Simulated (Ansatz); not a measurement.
# Molecular dynamics of SiNH$_{2}$Cl$_{3}$ (part 1 of 2)

- system: SiNH$_{2}$Cl$_{3}$, SMILES N[Si](Cl)(Cl)Cl
- method: RKS r2SCAN-d3bjatm/def2-SVP (Ansatz 0.2.0)

The geometry comes from this level: PBE0-D4/def2-TZVP. Figures and captions count atoms from 1; the log counts them from 0 in places.

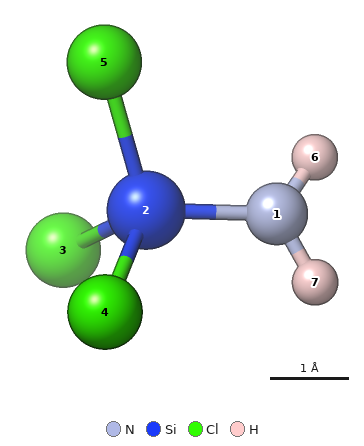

Fig. 1: The starting structure (ball-and-stick view, seen at a tilt; atoms are numbered from 1 in the order of the input).

Results in brief

| quantity | value |
| --- | --- |
| outcome | finished |
| mean temperature over the second half | 839 K |
| trajectory | 20 steps, 20 fs |
| ensemble | nvt_nose_hoover |
| temperature in the input | 1500 K |
| time step | 1 fs |
| potential energy (last step) | −46953.8973 eV |
| mean-field energy (last step) | −46953.8281 eV |
| dispersion energy (last step) | −0.0692 eV |
| SCF solution under orbital rotations (last step) | stable |
| largest force (length of the vector) (last step) | 1.679 eV/Å |
| dipole moment (last step) | 1.93 D |
| hardware | 4 threads of Arm Neoverse V2, 23 GiB of memory available, shared host |
| wall time | 38 s (CPU time 2.4 min) |
| peak memory | 0.46 GiB |

So short a trajectory is not equilibrated. The temperature stays far from the 1500 K of the thermostat over the second half: the run isn't equilibrated.

Input file
```yaml
crystal:
  periodic: [false, false, false]
  atoms:
    - {symbol: N, position_ang: [0.063975, 0.907950, 0.637815]}
    - {symbol: Si, position_ang: [-0.036920, -0.422904, -0.387652]}
    - {symbol: Cl, position_ang: [0.347498, -2.230365, 0.482922]}
    - {symbol: Cl, position_ang: [-1.926714, -0.514458, -1.127058]}
    - {symbol: Cl, position_ang: [1.324484, -0.184171, -1.876285]}
    - {symbol: H, position_ang: [0.958160, 1.270223, 0.925615]}
    - {symbol: H, position_ang: [-0.669183, 1.105827, 1.298844]}
basis:
  gaussian: {orbitals: def2-SVP}
hamiltonian: {xc: {name: r2SCAN}, dispersion: d3bjatm}
md: {timestep: 1 fs, n_steps: 20, ensemble: nvt_nose_hoover, temperature: 1500, initial_velocities: maxwell_boltzmann, seed: 497}
```

Command:
```bash
ansatz run in.yaml --threads 4 --pin off --events-out ev --progress --plain --max-ram 10444MiB
```

Log
```
Functional definition: r2SCAN
  name "r2SCAN"
  cite "Furness, Kaplan, Ning, Perdew & Sun, J. Phys. Chem. Lett. 11, 8208 (2020) doi:10.1021/acs.jpclett.0c02405"
  cite "Furness, Kaplan, Ning, Perdew & Sun, J. Phys. Chem. Lett. 11, 9248 (2020) doi:10.1021/acs.jpclett.0c03077"
  parent r2scan
  parameter k0 = 0.174
  parameter k1 = 0.065
  parameter a1 = 4.9479
  exchange = r2scan_x(k0 = k0, k1 = k1, a1 = a1)
  correlation = r2scan_c
1069 factors; their error is unknown
mean field evaluation 1: about -46948.1747 eV, gradient 5.5e1 eV
mean field evaluation 2: about -46934.3708 eV, gradient 9.0e1 eV
mean field evaluation 4: about -46954.2239 eV, gradient 3.1e0 eV
mean field evaluation 8: about -46954.2439 eV, gradient 4.9e-2 eV
mean field evaluation 16: about -46954.1663 eV, gradient 8.4e-6 eV
mean field -46954.16630556 eV, -1725.5337850523 hartree, gradient 8.5e-6 eV, S^2 0.000000; 0 other end points of the search recorded, 0 dependent functions left out
the calculation of the forces begins
reference -46954.16631232 eV, -1725.5337853007 hartree; 37, 37 occupied and 59, 59 virtual orbitals, 1069 factors
md step     0: t =     0.00 fs  T =  1500.0 K  F+E_penalty+E_count = -46954.23525821 eV  E_kin = 0.969450 eV  conserved = -46953.26580821 eV  (27 SCF iters)
these checks for a lower state are left out or cut short: starts, cluster_reference, orbital_swaps, neighbouring_geometries, increment
1069 factors; their error is unknown
mean field -46954.13980665 eV, -1725.5328112353 hartree, gradient 2.3e-5 eV, S^2 0.000000; 0 other end points of the search recorded, 0 dependent functions left out
[... from here on the field's lines of each further geometry are left out, up to the last ...]
md step     1: t =     1.00 fs  T =  1460.7 K  F+E_penalty+E_count = -46954.20871897 eV  E_kin = 0.944020 eV  conserved = -46953.26469970 eV  (27 SCF iters, 3 dispersion substeps)
md step     2: t =     2.00 fs  T =  1371.8 K  F+E_penalty+E_count = -46954.15082951 eV  E_kin = 0.886575 eV  conserved = -46953.26426150 eV  (28 SCF iters, 3 dispersion substeps)
md step     3: t =     3.00 fs  T =  1249.5 K  F+E_penalty+E_count = -46954.07126330 eV  E_kin = 0.807581 eV  conserved = -46953.26370986 eV  (29 SCF iters, 3 dispersion substeps)
md step     4: t =     4.00 fs  T =  1114.3 K  F+E_penalty+E_count = -46953.98206835 eV  E_kin = 0.720173 eV  conserved = -46953.26196626 eV  (29 SCF iters, 3 dispersion substeps)
md step     5: t =     5.00 fs  T =  1005.4 K  F+E_penalty+E_count = -46953.91013027 eV  E_kin = 0.649794 eV  conserved = -46953.26048153 eV  (29 SCF iters, 3 dispersion substeps)
md step     6: t =     6.00 fs  T =   955.4 K  F+E_penalty+E_count = -46953.87780052 eV  E_kin = 0.617453 eV  conserved = -46953.26060263 eV  (29 SCF iters, 3 dispersion substeps)
md step     7: t =     7.00 fs  T =   961.0 K  F+E_penalty+E_count = -46953.88289206 eV  E_kin = 0.621124 eV  conserved = -46953.26217500 eV  (29 SCF iters, 3 dispersion substeps)
md step     8: t =     8.00 fs  T =   986.8 K  F+E_penalty+E_count = -46953.90102850 eV  E_kin = 0.637743 eV  conserved = -46953.26389341 eV  (29 SCF iters, 3 dispersion substeps)
md step     9: t =     9.00 fs  T =   995.5 K  F+E_penalty+E_count = -46953.90671526 eV  E_kin = 0.643402 eV  conserved = -46953.26416857 eV  (29 SCF iters, 3 dispersion substeps)
md step    10: t =    10.00 fs  T =   979.9 K  F+E_penalty+E_count = -46953.89577431 eV  E_kin = 0.633341 eV  conserved = -46953.26357822 eV  (29 SCF iters, 3 dispersion substeps)
md step    11: t =    11.00 fs  T =   948.1 K  F+E_penalty+E_count = -46953.87547338 eV  E_kin = 0.612764 eV  conserved = -46953.26418193 eV  (29 SCF iters, 3 dispersion substeps)
md step    12: t =    12.00 fs  T =   890.9 K  F+E_penalty+E_count = -46953.83845341 eV  E_kin = 0.575789 eV  conserved = -46953.26449256 eV  (30 SCF iters, 3 dispersion substeps)
md step    13: t =    13.00 fs  T =   805.7 K  F+E_penalty+E_count = -46953.78146900 eV  E_kin = 0.520753 eV  conserved = -46953.26291696 eV  (30 SCF iters, 3 dispersion substeps)
md step    14: t =    14.00 fs  T =   725.0 K  F+E_penalty+E_count = -46953.72704471 eV  E_kin = 0.468570 eV  conserved = -46953.26105901 eV  (30 SCF iters, 3 dispersion substeps)
md step    15: t =    15.00 fs  T =   688.6 K  F+E_penalty+E_count = -46953.70263548 eV  E_kin = 0.445040 eV  conserved = -46953.26058115 eV  (30 SCF iters, 3 dispersion substeps)
md step    16: t =    16.00 fs  T =   707.7 K  F+E_penalty+E_count = -46953.71549709 eV  E_kin = 0.457364 eV  conserved = -46953.26156428 eV  (30 SCF iters, 3 dispersion substeps)
md step    17: t =    17.00 fs  T =   761.4 K  F+E_penalty+E_count = -46953.75093229 eV  E_kin = 0.492116 eV  conserved = -46953.26276723 eV  (30 SCF iters, 3 dispersion substeps)
md step    18: t =    18.00 fs  T =   826.0 K  F+E_penalty+E_count = -46953.79188225 eV  E_kin = 0.533874 eV  conserved = -46953.26257260 eV  (29 SCF iters, 3 dispersion substeps)
md step    19: t =    19.00 fs  T =   902.7 K  F+E_penalty+E_count = -46953.84041875 eV  E_kin = 0.583402 eV  conserved = -46953.26230051 eV  (30 SCF iters, 3 dispersion substeps)
the calculation of the forces begins
reference -46953.82806232 eV, -1725.5213548426 hartree; 37, 37 occupied and 59, 59 virtual orbitals, 1069 factors
1069 factors; their error is unknown
mean field evaluation 192: about -46953.8281 eV, gradient 1.6e-3 eV
mean field -46953.82805566 eV, -1725.5213545977 hartree, gradient 1.9e-5 eV, S^2 0.000000; 1 other end points of the search recorded, 0 dependent functions left out
the calculation of the forces begins
reference -46953.82806232 eV, -1725.5213548426 hartree; 37, 37 occupied and 59, 59 virtual orbitals, 1069 factors
md step    20: t =    20.00 fs  T =   988.3 K  F+E_penalty+E_count = -46953.89730396 eV  E_kin = 0.638715 eV  conserved = -46953.26470910 eV  (30 SCF iters, 3 dispersion substeps)
```

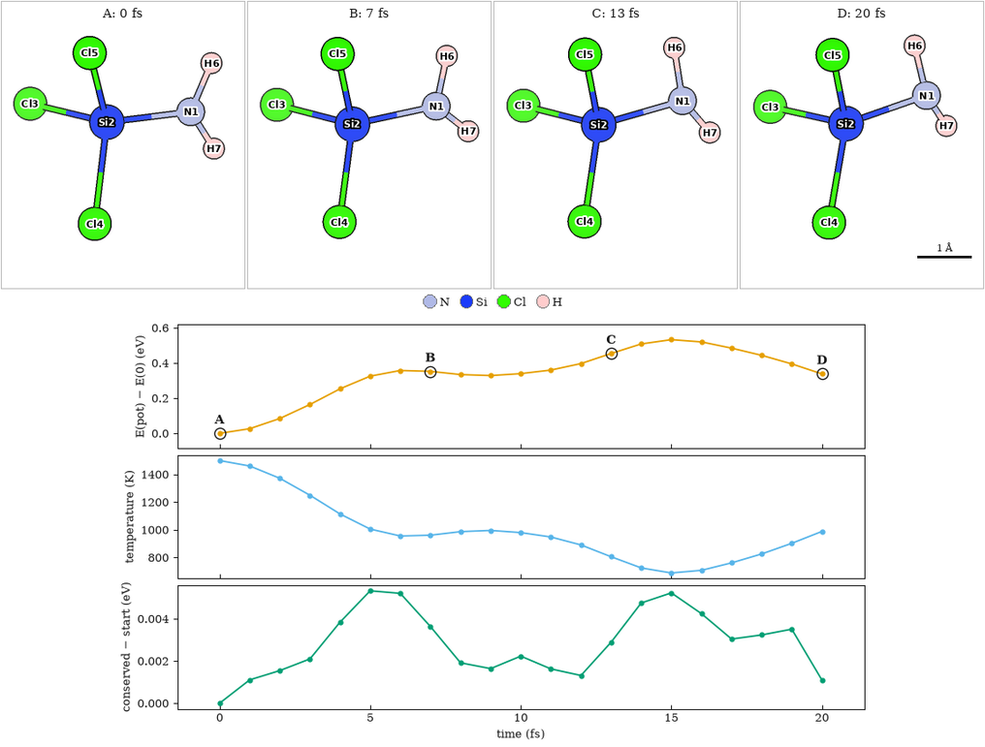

Fig. 2: Frames of the molecular dynamics (ball-and-stick, seen at a tilt) above the curves, on which the letters mark them. The trajectory kept here has 21 frames over 20 fs. The temperature starts at 1500 K, ranges from 689 to 1500 K and averages 839 K over the second half. The potential energy ends 0.338 eV above its first value. The conserved quantity stays within 0.0053 eV. After an unweighted best fit of the last frame on the first, the root-mean-square displacement is 0.25 Å, and H6 has moved furthest (0.41 Å).

```
Total energy: -46953.89731062 eV, -1725.5238996707 hartree
Atom 0 at     0.333309     0.865663     0.676523 Å, force     0.044808    -0.506811    -1.264535 eV/Å
Atom 1 at    -0.079557    -0.399534    -0.420185 Å, force     1.248042    -0.450667     1.029532 eV/Å
Atom 2 at     0.281566    -2.220743     0.571823 Å, force    -0.000140     0.230954    -0.394002 eV/Å
Atom 3 at    -1.906770    -0.602981    -1.195715 Å, force    -0.972208     0.326396    -0.230279 eV/Å
Atom 4 at     1.277767    -0.083824    -1.891592 Å, force     0.347517    -0.277626    -0.620900 eV/Å
Atom 5 at     1.279623     0.595393     0.969631 Å, force    -0.204585     0.490728     0.339458 eV/Å
Atom 6 at    -0.284966     0.962906     1.449753 Å, force    -0.463435     0.187027     1.140725 eV/Å
Dipole moment:    -0.055349     0.198335     0.345609 e Å
```

Trajectory as extended XYZ (Å, eV, eV/Å), 21 frames, from step=0 to step=20
```
7
Properties=species:S:1:pos:R:3:forces:R:3 step=0 time_fs=0.0 energy=-46954.23526 temperature=1500.0
N     0.0640    0.9080    0.6378   -0.0332   0.0973  -0.1015
Si   -0.0369   -0.4229   -0.3877    0.0006   0.0092   0.0065
Cl    0.3475   -2.2304    0.4829    0.0856  -0.3980   0.1961
Cl   -1.9267   -0.5145   -1.1271   -0.4086  -0.0182  -0.1637
Cl    1.3245   -0.1842   -1.8763    0.2924   0.0530  -0.3252
H     0.9582    1.2702    0.9256    0.3315   0.1587   0.1251
H    -0.6692    1.1058    1.2988   -0.2684   0.0980   0.2628
7
Properties=species:S:1:pos:R:3:forces:R:3 step=1 time_fs=1.0 energy=-46954.20872 temperature=1460.7
N     0.0756    0.9046    0.6382    0.6411   0.3475  -0.0485
Si   -0.0440   -0.4226   -0.3956    0.2505   0.0184   0.3604
Cl    0.3442   -2.2298    0.4878    0.0726  -0.3311   0.1353
Cl   -1.9212   -0.5190   -1.1287   -0.6385   0.0005  -0.2569
Cl    1.3210   -0.1791   -1.8754    0.3239   0.0444  -0.3837
H     0.9736    1.2448    0.9665    0.2263  -0.0902  -0.2456
H    -0.6029    1.1328    1.3329   -0.8758   0.0105   0.4391
7
Properties=species:S:1:pos:R:3:forces:R:3 step=2 time_fs=2.0 energy=-46954.15083 temperature=1371.8
N     0.0877    0.9015    0.6386    0.9207   0.6928   0.4496
Si   -0.0509   -0.4224   -0.4035    0.5187   0.0304   0.7250
Cl    0.3408   -2.2294    0.4926    0.0591  -0.2666   0.0740
Cl   -1.9159   -0.5236   -1.1305   -0.8811   0.0171  -0.3548
Cl    1.3176   -0.1740   -1.8747    0.3545   0.0353  -0.4424
H     0.9912    1.2186    1.0050    0.0579  -0.3285  -0.6413
H    -0.5449    1.1600    1.3712   -1.0298  -0.1804   0.1900
7
Properties=species:S:1:pos:R:3:forces:R:3 step=3 time_fs=3.0 energy=-46954.07126 temperature=1249.5
N     0.1004    0.8989    0.6392    0.8245   1.0557   1.2270
Si   -0.0577   -0.4221   -0.4110    0.7983   0.0494   1.0913
Cl    0.3375   -2.2290    0.4975    0.0458  -0.2051   0.0135
Cl   -1.9108   -0.5281   -1.1323   -1.1321   0.0315  -0.4552
Cl    1.3142   -0.1689   -1.8741    0.3844   0.0256  -0.5002
H     1.0093    1.1891    1.0373   -0.0556  -0.4910  -0.9672
H    -0.4968    1.1853    1.4113   -0.8653  -0.4659  -0.4092
7
Properties=species:S:1:pos:R:3:forces:R:3 step=4 time_fs=4.0 energy=-46953.98207 temperature=1114.3
N     0.1136    0.8970    0.6408    0.5617   1.2909   1.8924
Si   -0.0642   -0.4218   -0.4183    1.0818   0.0852   1.4529
Cl    0.3343   -2.2287    0.5024    0.0330  -0.1460  -0.0451
Cl   -1.9060   -0.5327   -1.1342   -1.3856   0.0433  -0.5552
Cl    1.3110   -0.1638   -1.8736    0.4133   0.0155  -0.5546
H     1.0269    1.1550    1.0604   -0.0529  -0.5537  -1.1566
H    -0.4570    1.2063    1.4475   -0.6512  -0.7353  -1.0339
```
